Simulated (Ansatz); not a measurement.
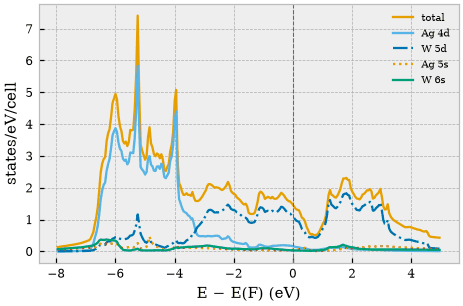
Figure. Total and projected density of states of AgW (L1₀ or tetragonal B2, P4/mmm), PBE (plane waves, PAW; program Ansatz)

Task: Which orbitals carry the states next to the Fermi level?

Result: Within 0.5 eV of the Fermi level: W 5d 73 %, Ag 4d 11 %, outside the projected shells 9 %. Projections are on Löwdin-orthogonalised atomic valence shells; empty p or d shells of many metals are not among them.

Task: Where is the tallest occupied peak in this window, and what makes it?

Result: Near -5.2 eV, about 7.4 states/eV per cell; the largest projected share is Ag 4d.

The start of the workflow was typed in or built on a structure type; neither database checked (COD, Materials Project) lists it. Its standing as an ambient phase is unchecked. Symmetry was held in the PBE relaxation; its stability against distortions is not shown here. No spin polarisation was allowed. Its formation energy is positive at this level, so the cell may be metastable or incomplete. Scalar-relativistic: spin–orbit coupling is off unless named, which matters more the heavier the elements.

Potentials: the earlier of the program's two PAW sets.
